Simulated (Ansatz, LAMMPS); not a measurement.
**Glassy 32SiO2-46B2O3-11MgO-11CaO (mol %) (137 atoms) in motion**

Wanted: a short trajectory of glassy 32SiO2-46B2O3-11MgO-11CaO (mol %) (137 atoms) with its pair distributions.

Main program and level: Ansatz 0.2.0; Kohn-Sham DFT, PBE, PAW (set soft_2), plane waves.

## Step 1: Starting point

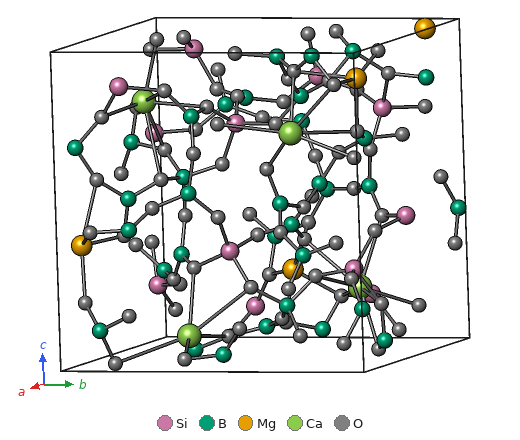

The cell as given, slightly off an axis (silicon pink, boron teal, magnesium orange, calcium green, oxygen grey). Bonds to atoms that aren't drawn are left out. Some periodic images of atoms are drawn too.

The cell holds 137 atoms: 12 Si, 34 B, 4 Mg, 4 Ca and 83 O. Cell: a = 11.463 Å, b = 11.463 Å, c = 11.463 Å, α = 90.0°, β = 90.0°, γ = 90.0°. 137 atoms (12 Si, 34 B, 4 Mg, 4 Ca, 83 O) placed at random at 2.18 g/cm³, melted at 3000 K for 20 ps at fixed volume with the Buckingham and Coulomb pair potential of Guillot and Sator (Geochim. Cosmochim. Acta 71, 1249 (2007)) with the boron terms of Wang et al. (J. Non-Cryst. Solids 498, 294 (2018)). Quenched from 3000 K to 300 K at 100 K/ps and fixed volume, held 10 ps at zero pressure.

Before any run, some limits are plain. The quench rate of 100 K/ps far exceeds what a furnace or splat quench reaches, so expect more defects and frozen-in strain than in a real sample. The network of bonds at the start is that of the classical potential that made the cell, and needn't be the one that DFT or experiment would give. Sampling is at Γ alone, for a cell whose shortest periodic width is 11 Å.

## Step 2: Single point at the start

The forces at the start show how far the geometry lies from a minimum of this functional.

Contents of input.yaml:

```yaml
crystal:
  lattice:
    - [11.46311, 0.0, 0.0]
    - [0.0, 11.46311, 0.0]
    - [0.0, 0.0, 11.46311]
  atoms:
    - { symbol: Si, position: [0.11994, 0.56916, 0.83189] }
    - { symbol: Si, position: [0.16223, 0.03496, 0.18018] }
    - { symbol: Si, position: [0.51232, 0.43279, 0.72576] }
    - { symbol: Si, position: [0.0681, 0.00631, 0.64633] }
    [... 127 atom lines left out ...]
    - { symbol: O, position: [0.67488, 0.7047, 0.48166] }
    - { symbol: O, position: [0.07918, 0.14637, 0.65864] }
    - { symbol: O, position: [0.14572, 0.7067, 0.79238] }
    - { symbol: O, position: [0.0471, 0.04953, 0.09083] }
    - { symbol: O, position: [0.22942, 0.2742, 0.80167] }
    - { symbol: O, position: [0.14823, 0.26348, 0.01959] }
kpoints:
  mp_grid: { grid: [1, 1, 1] }
hamiltonian:
  xc: pbe
scf:
  occupations: { method: fixed }
output:
  forces: true
  stress: true
```

Started as:

```console
ansatz run input.yaml --threads 4 --pin off --max-ram 8192MiB --backend cpu --events-out ev --progress --plain --runs-dir out
```

Elapsed: 16 s, on 4 threads of Intel Xeon Platinum 8559C (Emerald Rapids), shared host; peak memory 2.2 GiB.

The run gave:

| Item | Value |
| --- | --- |
| free energy | -75110.2761 eV |
| free energy per atom | -548.2502 eV/atom |
| SCF cycles | 11 |
| pressure | -2.887 GPa |
| r.m.s. force component | 1.226 eV/Å |
| longest force | 5.384 eV/Å |
| Fermi energy | 5.376 eV |

The r.m.s. force component of 1.2 eV/Å and the pressure of -2.9 GPa set the starting point.

Length of the force by element:

```
element  coordination  atoms  mean length of the force (eV/Å)  spread  least  most
      B           all     34                             2.68    1.19  0.333  5.38
     Ca           all      4                             1.02   0.344  0.669  1.51
     Mg           all      4                             1.43   0.577  0.646  2.17
      O           all     83                             1.44   0.750  0.457  4.19
     Si           all     12                             2.67   0.723   1.40  4.15
```

## Step 3: Dynamics started at 400 K

A Nosé–Hoover thermostat steers the temperature while disturbing the dynamics little. The time step is 1.0 fs.

input.yaml, as its differences from that of step 2:

```diff
@@ -16 +16,8 @@
   stress: true
+md:
+  timestep: 1.0
+  n_steps: 158
+  ensemble: nvt_nose_hoover
+  temperature: 400
+  initial_velocities: maxwell_boltzmann
+  seed: 5240
```

The job ended after 25 min (4 threads; peak memory 2.5 GiB).

The program notes that the SCF threshold is loose for the stress and it switched symmetry off.

The trajectory, sampled:

```
time (fs)  T (K)  potential (meV/atom)  conserved (meV/atom)
      0.0    400                   0.0                  0.00
     11.0    557                 -20.4                 -0.11
     21.0    510                 -14.9                 -0.08
     32.0    625                 -30.9                 -0.15
     42.0    585                 -27.8                 -0.13
     53.0    557                 -26.8                 -0.13
     63.0    558                 -29.4                 -0.12
     74.0    550                 -30.9                 -0.13
     84.0    528                 -30.1                 -0.14
     95.0    507                 -29.2                 -0.13
    105.0    526                 -33.2                 -0.16
    116.0    520                 -34.1                 -0.16
    126.0    492                 -32.1                 -0.13
    137.0    452                 -28.7                 -0.12
    147.0    443                 -29.0                 -0.13
    158.0    516                 -40.1                 -0.17
```

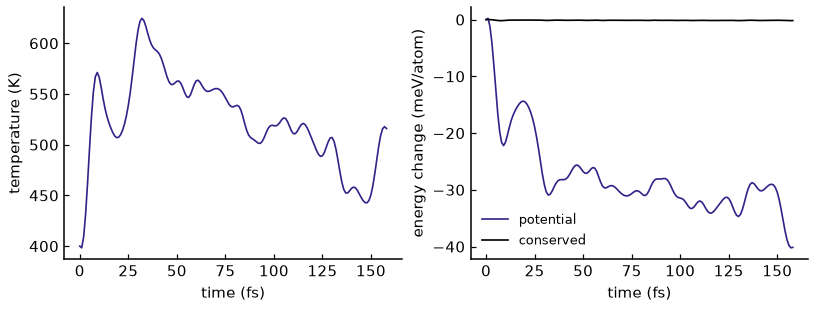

Temperature and energies against time.

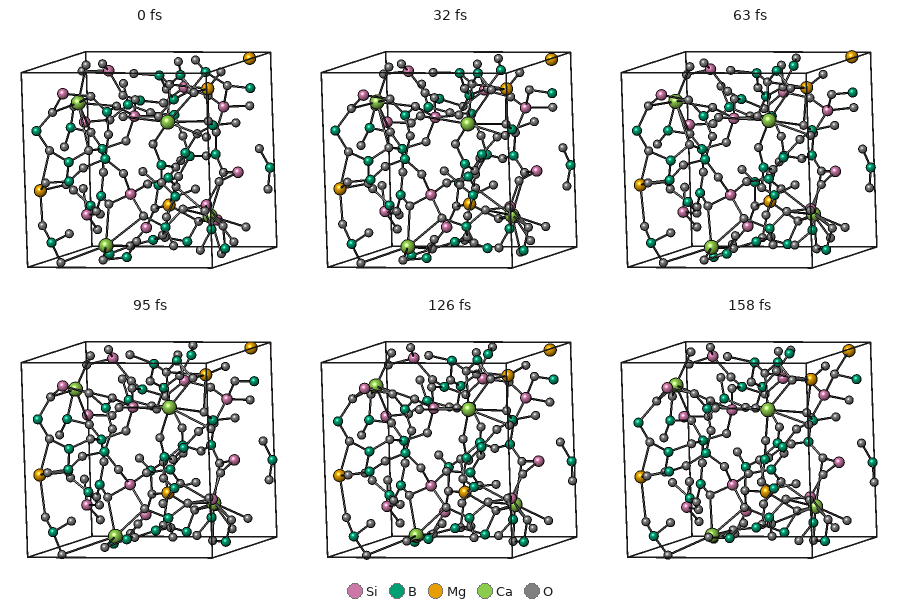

6 frames of the run. Bonds to atoms that aren't drawn are left out.

Mean square displacement from the first frame to the last: Si 0.095 Å², B 0.22 Å², Mg 0.11 Å², Ca 0.14 Å², O 0.25 Å².

Mean square displacement against time lag:

```
time lag (fs)   B (Å²)  Ca (Å²)  Mg (Å²)   O (Å²)  Si (Å²)
          1.0   1.2e-4   3.6e-5   4.3e-5   8.1e-5   4.5e-5
          7.0  0.00541  0.00178  0.00208  0.00380  0.00212
         14.0   0.0155  0.00701  0.00794   0.0133  0.00747
         23.0   0.0244   0.0182   0.0195   0.0293   0.0159
         30.0   0.0307   0.0295   0.0303   0.0429   0.0226
         36.0   0.0362   0.0403   0.0399   0.0551   0.0287
         43.0   0.0418   0.0536   0.0509   0.0693   0.0364
         49.0   0.0479   0.0651   0.0598   0.0814   0.0431
         56.0   0.0587   0.0779   0.0694   0.0957   0.0507
         66.0   0.0766   0.0950   0.0808    0.116   0.0595
         72.0   0.0864    0.104   0.0860    0.128   0.0633
         79.0   0.0969    0.114   0.0906    0.141   0.0664
```

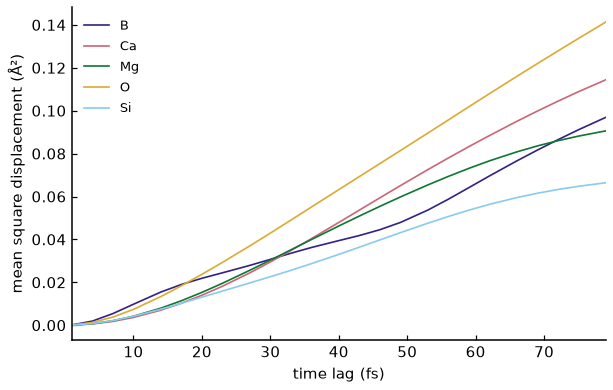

Mean square displacement against time lag.

Over the second half of 158 fs the temperature averages 498 K, falling from about 517 to 469 K (means over the first and last quarter of that half). The conserved energy stays within 0.19 meV/atom. From first frame to last O has the largest mean square displacement, 0.25 Å² at the end; the farthest move is 1.50 Å. The mean temperature of 498 K lies well off the 400 K of the input, so the thermostat hasn't yet brought the run to equilibrium. The run spans 0.16 ps, too short for its means to be equilibrium values.

## Step 4: Structure statistics late in the run

The g(r) is a mean over the second half; what follows it is taken at the last frame.

Bonds before and after, by the cutoffs listed below:

```
pair  bonds before  bonds after  mean before (Å)  mean after (Å)  spread before (Å)  spread after (Å)
 O-B           112          111            1.428           1.421              0.046             0.073
O-Si            48           48            1.639           1.642              0.032             0.043
O-Mg            23           23            2.123           2.164              0.183             0.237
```

Density 2.52 g/cm³, 10.99 Å³ an atom.

Mean of 15 frames. Pair distribution functions g(r), in bins of 0.2 Å:

```
r (Å)  total   O-O    O-B  O-Si  O-Ca  O-Mg   B-B
 1.20   0.11  0.00   0.37  0.00  0.00  0.00  0.00
 1.40   3.08  0.00  10.25  0.00  0.00  0.00  0.00
 1.60   1.39  0.00   1.19  9.72  0.00  0.00  0.00
 1.80   0.13  0.00   0.02  1.05  0.00  0.42  0.00
 2.00   0.22  0.00   0.05  0.00  0.32  5.62  0.00
 2.20   0.27  0.39   0.05  0.00  1.61  1.58  0.00
 2.40   1.40  3.24   0.06  0.00  2.67  0.82  0.63
 2.60   1.12  1.69   0.16  0.01  2.17  0.46  3.27
 2.80   0.91  1.25   0.36  0.14  0.83  0.24  1.33
 3.00   0.79  0.82   0.80  0.57  0.83  0.41  0.26
 3.20   0.97  0.77   1.20  1.30  0.55  0.82  0.57
 3.40   1.01  0.74   1.38  1.04  1.22  0.84  0.56
 3.60   1.17  0.76   1.72  1.43  1.04  1.39  0.95
 3.80   1.15  0.65   1.62  1.73  0.66  1.24  1.26
 4.00   1.04  0.79   1.12  1.60  0.91  1.60  0.97
 4.20   1.01  1.00   0.86  1.02  1.19  1.48  1.28
 4.40   1.03  1.29   0.72  0.78  1.15  1.04  1.28
 4.60   1.05  1.35   0.88  0.69  0.99  0.98  0.99
 4.80   1.02  1.25   0.94  0.65  1.22  0.68  0.91
 5.00   0.98  1.10   0.91  0.86  1.23  0.64  0.98
 5.20   0.94  1.00   0.90  0.87  0.82  0.86  0.97
 5.40   0.94  0.94   0.87  1.26  0.70  0.60  0.90
 5.60   0.97  0.88   1.04  1.04  0.91  1.04  0.84
```

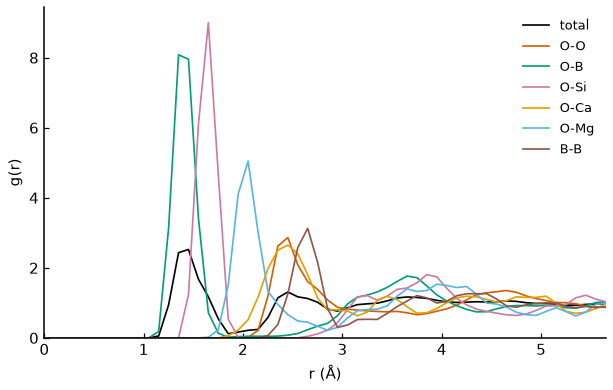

Pair distribution functions, lightly smoothed.

Bonds by pair of elements; cutoffs follow the first minimum of g(r), held within bounds set by covalent radii, and pairs that aren't listed don't count as bonded:

```
pair A-B  cutoff (Å)  bonds  mean length (Å)  spread (Å)  shortest (Å)  B about A  A about B
     O-B        1.83    111             1.42       0.073          1.29       1.34       3.27
    O-Si        2.12     48             1.64       0.043          1.55      0.578          4
    O-Ca        2.88     24             2.49        0.19          2.08      0.289          6
    O-Mg        2.75     23             2.16       0.237          1.89      0.277       5.75
```

The cutoff for O-Ca falls short of the minimum of g(r), so counts run low and odd coordinations can be artefacts.

How many atoms have how many bonded neighbours:

```
element  mean   2   3   4  5  6  7
      B  3.27   0  25   9  0  0  0
     Ca     6   0   0   0  1  2  1
     Mg  5.75   0   0   0  1  3  0
      O  2.48  48  30   5  0  0  0
     Si     4   0   0  12  0  0  0
```

Bond angles, per cent of each kind in bins of 5°:

```
angle (°)  O-B-O  O-Si-O  O-Ca-O  O-Mg-O  B-O-Si
    45–50    0.0     0.0     1.6     0.0     0.0
    50–55    0.0     0.0     4.9     1.8     0.0
    55–60    0.0     0.0     6.6     5.5     0.0
    60–65    0.0     0.0     4.9     1.8     0.0
    65–70    0.0     0.0     3.3     7.3     0.0
    70–75    0.0     0.0     8.2     3.6     0.0
    75–80    0.0     0.0     4.9     9.1     0.0
    80–85    0.0     0.0     9.8     1.8     0.0
    85–90    0.0     0.0     8.2     9.1     0.0
    90–95    0.0     2.8     0.0     5.5     0.0
   95–100    1.6     5.6     3.3    12.7     0.0
  100–105    9.3    15.3     4.9     3.6     0.0
  105–110   19.4    33.3     4.9     1.8     0.0
  110–115   17.1    23.6     1.6     3.6     2.6
  115–120   22.5    13.9     6.6     0.0    15.4
  120–125   20.2     5.6     3.3     7.3    15.4
  125–130    7.0     0.0     4.9     1.8    17.9
  130–135    3.1     0.0     4.9     3.6    23.1
  135–140    0.0     0.0     1.6     1.8     5.1
  140–145    0.0     0.0     0.0     5.5     5.1
  145–150    0.0     0.0     4.9     1.8     2.6
  150–155    0.0     0.0     3.3     0.0     5.1
  155–160    0.0     0.0     1.6     7.3     0.0
  160–165    0.0     0.0     1.6     0.0     5.1
  165–170    0.0     0.0     0.0     3.6     2.6
```

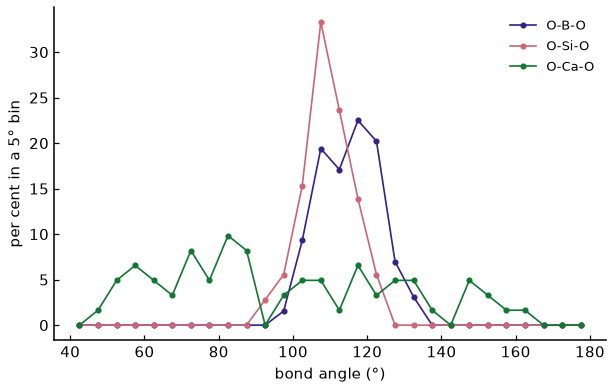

Distributions of the most common bond angles.

Bond angles (no mean is given where the spread exceeds 20°):

```
 angle  count  mean (°)  spread (°)
 O-B-O    129       115         7.9
O-Si-O     72       109         6.7
O-Ca-O     61         -           -
O-Mg-O     55         -           -
B-O-Si     39       132        13.1
```

Oxygen atoms by the number of network formers (Si, P, Ge, B, Al, As, Ga) bound to them:

```
network formers bound to O  O atoms  per cent
                         0        0         0
                         1        7       8.4
                         2       76      91.6
```

Network units: each former by its oxygen neighbours and how many of them bridge to another former:

```
former  O neighbours  bridging O  atoms
    Si             4           3      1
    Si             4           4     11
     B             3           2      5
     B             3           3     20
     B             4           3      1
     B             4           4      8
```

Bond length by coordination (bonds to H left out):

```
element  coordination  atoms  mean bond length (Å)
      B             3     25                  1.39
      B             4      9                  1.49
     Ca             5      1                  2.44
     Ca             6      2                  2.50
     Ca             7      1                  2.50
     Mg             5      1                  2.06
     Mg             6      3                  2.19
      O             2     48                  1.49
      O             3     30                  1.81
      O             4      5                  1.99
```

Rings of the network by King's shortest-path rule, up to 12 atoms, one path for each pair of neighbours; H, halogens, alkali and alkaline-earth atoms are left out, and the last column divides by all other atoms, bonded or not:

```
ring size (atoms)  rings  per network atom
                8      2             0.016
               10      5             0.039
               12      9              0.07
```

First main peaks of g(r), for some of the pairs, lie near 2.4 Å (O-O), 1.4 Å (O-B), 1.6 Å (O-Si), 2.5 Å (O-Ca), 2.0 Å (O-Mg) and 2.6 Å (B-B). The O-B-O angle averages 115° with a spread of 8°. 92 % of the oxygens bridge two formers (Si and B) and 8 % are non-bridging. The commonest B unit has 3 oxygens, 3 of them shared with other formers (20 of 34 atoms). Rings of 12 atoms are the most common (56 % of those counted); sizes run from 8 to 12, where the search stops.

## Step 5: Single point at the last frame

The last frame is solved once more, with the analyses that the dynamics left out.

Contents of input.yaml:

```yaml
crystal:
  lattice:
    - [11.46311, 0.0, 0.0]
    - [0.0, 11.46311, 0.0]
    - [0.0, 0.0, 11.46311]
  atoms:
    - { symbol: Si, position: [0.15126, 0.57398, 0.83057] }
    - { symbol: Si, position: [0.14761, 0.02908, 0.16592] }
    - { symbol: Si, position: [0.52194, 0.42316, 0.70721] }
    - { symbol: Si, position: [0.05553, 0.99766, 0.62036] }
    [... 127 atom lines left out ...]
    - { symbol: O, position: [0.68873, 0.67135, 0.48009] }
    - { symbol: O, position: [0.08972, 0.14011, 0.62631] }
    - { symbol: O, position: [0.14554, 0.71422, 0.81564] }
    - { symbol: O, position: [0.0293, 0.05064, 0.07883] }
    - { symbol: O, position: [0.22996, 0.31954, 0.84405] }
    - { symbol: O, position: [0.12918, 0.2772, 0.02794] }
kpoints:
  mp_grid: { grid: [1, 1, 1] }
hamiltonian:
  xc: pbe
scf:
  occupations: { method: fixed }
output:
  forces: true
  stress: true
  populations: true
  dos:
    method: { smearing: { sigma: 0.15 } }
    de: 0.1
    projected: { site_lists: { B: [B], Ca: [Ca], Mg: [Mg], O: [O], Si: [Si] } }
  eigenvalues: true
  write_density: true
  write_potential: true
  volumetric_format: npy
  elf: true
```

Run time: 29 s. Hardware: 4 threads; peak memory 2.4 GiB.

The run gave:

* free energy: -75115.7760 eV
* free energy per atom: -548.2903 eV/atom
* SCF cycles: 9
* pressure: 0.6357 GPa
* r.m.s. force component: 0.9379 eV/Å
* longest force: 3.824 eV/Å
* Fermi energy: 4.309 eV
* gap (highest filled to lowest empty level): 4.064 eV
* spilling of the projection: 0.01035

Length of the force by element:

```
element  coordination  atoms  mean length of the force (eV/Å)  spread  least  most
      B           all     34                             1.77   0.886  0.305  3.82
     Ca           all      4                            0.700   0.401  0.267  1.15
     Mg           all      4                            0.691   0.310  0.360  1.20
      O           all     83                             1.34   0.560  0.360  3.09
     Si           all     12                             1.93   0.544   1.31  3.25
```

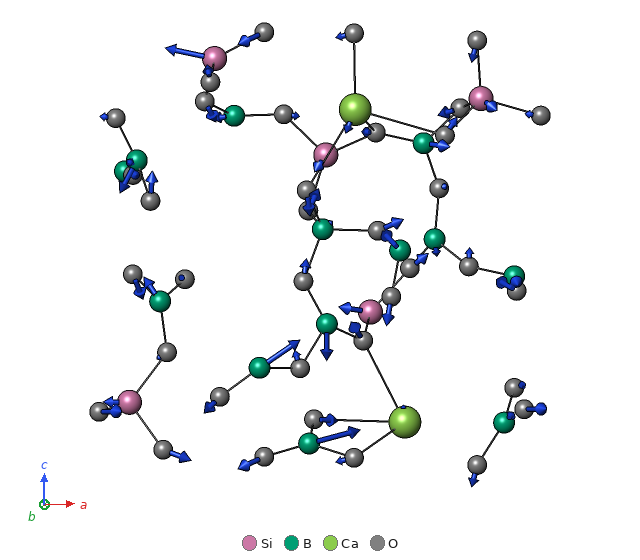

Forces as arrows; the longest in the cell is 3.82 eV/Å. Drawn is a slice 4 Å thick, seen along the normal of the ac plane. Bonds to atoms that aren't drawn are left out.

Löwdin charges by element (they lack the spilled electrons, 0.055 e an atom on average):

```
element  coordination  atoms  mean charge (e)  spread  least    most
      B           all     34            0.616  0.0456  0.485   0.693
     Ca           all      4             1.79    0.01   1.78    1.80
     Mg           all      4             1.67   0.014   1.66    1.69
      O           all     83           -0.579   0.140  -1.02  -0.328
     Si           all     12             1.73  0.0332   1.67    1.79
```

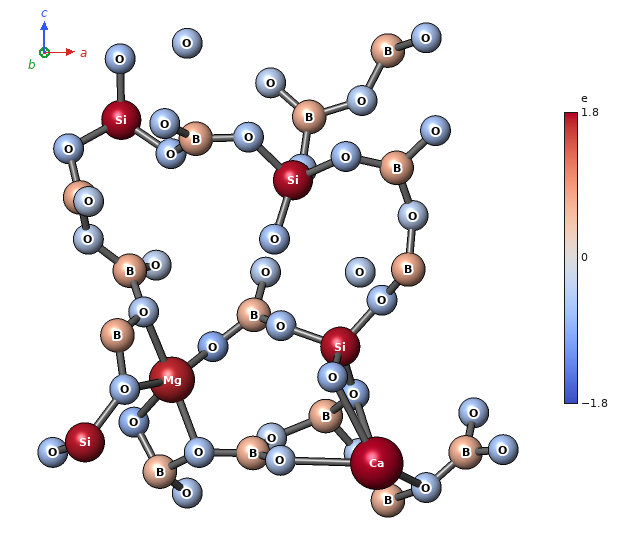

Atoms coloured by Löwdin charge. Drawn is a slice 4 Å thick, seen along the normal of the ac plane. Bonds to atoms that aren't drawn are left out.

Density of states as counts of states in windows of 1 eV (from the Fermi level), total and the larger projections:

```
from (eV)  to (eV)  total   O p  B p
      -14      -12    0.0   0.0  0.0
      -12      -11    0.9   0.7  0.1
      -11      -10   12.6   8.7  0.6
      -10       -9   24.9  17.4  2.0
       -9       -8   31.1  21.5  4.4
       -8       -7   38.5  27.3  5.7
       -7       -6   38.6  27.4  7.2
       -6       -5   45.6  34.1  7.1
       -5       -4   54.6  44.3  4.9
       -4       -3   68.9  60.5  3.3
       -3       -2   90.3  83.9  2.2
       -2       -1   72.3  68.8  1.1
       -1        0   18.6  17.8  0.3
        0        1    1.0   1.0  0.0
        1        3    0.0   0.0  0.0
        3        4    0.7   0.0  0.0
        4        5    8.8   1.0  3.9
```

With fixed occupations the program's Fermi level is the highest filled level; weight inside the gap is the broadening of levels at its edges.

Between -26 and -14 eV lie 190 more states.

About 41 of the 728 electrons lie in deeper levels, below the stored range.

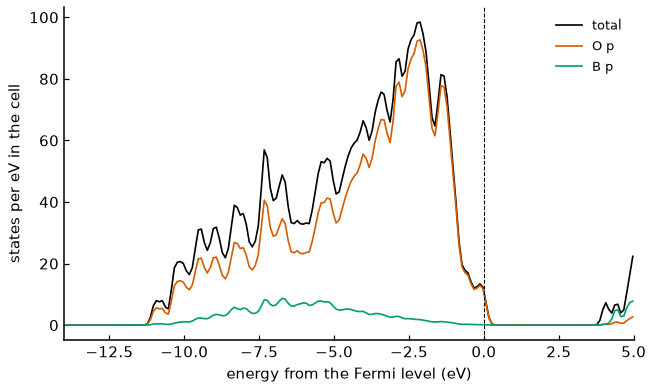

Total and projected density of states, with the broadening of the input.

The levels nearest the highest filled one (over half full), pooled over k-points and spins:

```
level less the highest filled one (eV)  occupation
                                -0.690           2
                                -0.564           2
                                -0.475           2
                                -0.291           2
                                -0.129           2
                                     0           2
                                  4.06           0
                                  4.42           0
                                  4.79           0
                                  4.92           0
                                  5.02           0
                                  5.10           0
```

Mean Löwdin charges: B +0.62, Ca +1.79, Mg +1.67, O -0.58, Si +1.73 e (they miss 1.0 % of the electrons, so they add up to more than the cell's charge). The largest share in the top eV of filled states is O p (97 % of the projected weight), and in the lowest eV of empty states B p (49 % of the projected weight).

## Step 6: Summary of results

| Property | Result |
| --- | --- |
| mean temperature, second half | 498.1 K |
| temperature swing, second half | 27.14 K |
| mean pressure, second half | 2.85 GPa |
| slope of the conserved energy against time, by least squares | -0.4078 meV/atom/ps |
| free energy per atom | -548.2903 eV/atom |
| pressure | 0.6357 GPa |
| r.m.s. force component | 0.9379 eV/Å |
| gap (highest filled to lowest empty level) | 4.064 eV |
| wall time of the 3 DFT runs | 25 min |

In words: Over the second half of 158 fs the temperature averages 498 K, falling from about 517 to 469 K (means over the first and last quarter of that half). The conserved energy stays within 0.19 meV/atom. The mean temperature of 498 K lies well off the 400 K of the input, so the thermostat hasn't yet brought the run to equilibrium. The run spans 0.16 ps, too short for its means to be equilibrium values. 92 % of the oxygens bridge two formers (Si and B) and 8 % are non-bridging. The highest filled and lowest empty levels differ by 4.06 eV (at Γ alone); a semilocal functional tends to put such gaps too low. In a disordered cell it changes from sample to sample, and tail or defect levels can set it.

Caveats: The pressure of a single frame lacks the kinetic term, about 0.63 GPa here.

[Logs are printed without paths, hosts, clocks, repeated set-up lines and the standing remarks that a program may print on its own settings, such as how far it seeks lower states.]

[Hosts, paths, dates, database ids (printed as entryN), source tags and the programs' standing remarks are cut or masked in the printed files.]
